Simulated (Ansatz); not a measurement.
**SiN₂H₆: one species, many methods**

How much do the methods differ for SiN₂H₆? The plan is to run it at one geometry with functionals of several rungs and with coupled cluster. The yardstick is the atomisation energy at the CCSD(T) limit.

Computed with Ansatz 0.2.0, Gaussian basis. Level: functionals in def2-TZVPP, the program's frozen cores in correlated methods.

Levels to be run: LDA (SPW92), PBE-D4, revPBE-D4, BLYP-D4, r2SCAN-D4, B97M-V, PBE0-D4, B3LYP-D4, r2SCANh-D4, r2SCAN0-D4, HSE06-D4, BHLYP-D4, CAM-B3LYP-D4, LC-ωPBE, ωB97X-V, ωB97M-V, B2PLYP, PBE-QIDH; CCSD(T)/def2-SVP; CCSD(T)/def2-TZVPP; CCSD(T)/def2-QZVPP; extrapolation to the limit; RPA on PBE.

### 1 The relaxed structure

All runs share one geometry, relaxed beforehand with PBE0-D4 in a triple-zeta def2 set.

SMILES `NN[SiH3]`, 9 atoms, charge 0, spin multiplicity 1.

Atoms are counted from 1 here; the program's logs count them from 0.

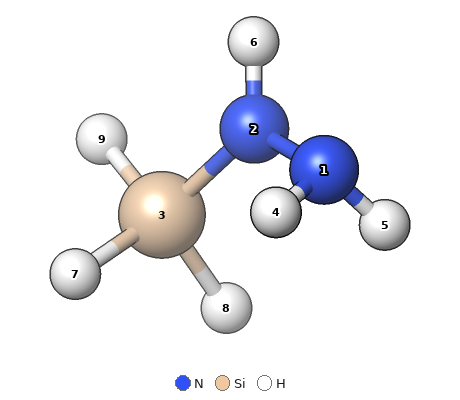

The geometry (nitrogen blue, silicon light orange, hydrogen white); atoms are numbered from 1 in the order of the file.

As a file:

```xyz
9
H6N2Si
N    -0.5588    0.9250   -1.2031
N    -0.2855    0.7082    0.1597
Si    0.4084   -0.7366    0.7675
H     0.2679    0.7613   -1.7675
H    -1.2905    0.2976   -1.5156
H    -0.3775    1.5493    0.7018
H     1.7292   -1.0400    0.1396
H    -0.4698   -1.9073    0.4845
H     0.5765   -0.5573    2.2330
```

### 2 LDA

This LDA is Slater exchange with PW92 correlation.

Input file in.yaml:

```yaml
crystal:
  periodic: [false, false, false]
  atoms:
    - {symbol: N, position_ang: [-0.558798, 0.925039, -1.203119]}
    - {symbol: N, position_ang: [-0.285456, 0.708205, 0.159691]}
    - {symbol: Si, position_ang: [0.408446, -0.736644, 0.767485]}
    - {symbol: H, position_ang: [0.267926, 0.761311, -1.767474]}
    - {symbol: H, position_ang: [-1.290546, 0.297563, -1.515551]}
    - {symbol: H, position_ang: [-0.377522, 1.549257, 0.701780]}
    - {symbol: H, position_ang: [1.729201, -1.040038, 0.139617]}
    - {symbol: H, position_ang: [-0.469783, -1.907347, 0.484548]}
    - {symbol: H, position_ang: [0.576533, -0.557346, 2.233034]}
basis:
  gaussian: {orbitals: def2-TZVPP}
hamiltonian: {xc: lda}
output: {orbitals: {seedname: orbitals}}
```

Started as:

```
> ansatz run in.yaml --threads 2 --pin off --events-out ev --progress --plain --max-ram 32768MiB --backend cpu
```

Further steps of the session: PBE-D4 (GGA); revPBE-D4 (GGA); BLYP-D4 (GGA); r2SCAN-D4 (meta-GGA); B97M-V (meta-GGA); B3LYP-D4 (hybrid); r2SCANh-D4 (hybrid); r2SCAN0-D4 (hybrid); HSE06-D4 (hybrid); BHLYP-D4 (hybrid); CAM-B3LYP-D4 (range-separated); LC-ωPBE (range-separated); ωB97X-V (range-separated); ωB97M-V (range-separated); B2PLYP (double hybrid); PBE-QIDH (double hybrid); CCSD(T) in def2-SVP; CCSD(T) in def2-TZVPP; CCSD(T) in def2-QZVPP; RPA on PBE orbitals.

**Question.** What will the summary of the whole plan be? Wanted: atomisation energy, CCSD(T)/CBS; farthest beyond LDA; mean size of error, GGA; mean size of error, meta-GGA; mean size of error, hybrid; mean size of error, range-separated; mean size of error, double hybrid; gap, smallest and largest; T1 diagnostic.

**Answer**, as computed:

| quantity | value |
| --- | --- |
| atomisation energy, CCSD(T)/CBS | 658.3 kcal/mol |
| functionals within 3.3 kcal/mol (0.5 %) | B97M-V |
| farthest beyond LDA | r2SCAN0-D4 (-16.5 kcal/mol) |
| mean size of error, GGA | 7.1 kcal/mol |
| mean size of error, meta-GGA | 3.5 kcal/mol |
| mean size of error, hybrid | 9.6 kcal/mol |
| mean size of error, range-separated | 6.2 kcal/mol |
| mean size of error, double hybrid | 10.0 kcal/mol |
| gap, smallest and largest | 5.04 eV (LDA (SPW92)), 12.33 eV (LC-ωPBE) |
| T1 diagnostic | 0.0100 |
| triples share of the correlation energy | 3.4 % |

What this shows: LDA overbinds by 96.0 kcal/mol (15 %). PBE-D4 is off by +8.7 kcal/mol. Double hybrids carry the basis error of their MP2 part in triple zeta, and no dispersion term here, so their miss is partly the set-up's. By mean error the best rung here is meta-GGA (3.5 kcal/mol) and the worst beyond LDA is double hybrid (10.0 kcal/mol). The reference freezes the cores and leaves out relativity and excitations past (T), so misses under about 3.3 kcal/mol can't be ranked. Hartree-Fock recovers 67 % of the binding; the rest is correlation. CCSD(T) in def2-SVP is off by -55.2 kcal/mol, worse than the median functional, from the basis alone. Orbital gaps span 5.0 to 12.3 eV; exact exchange widens them.
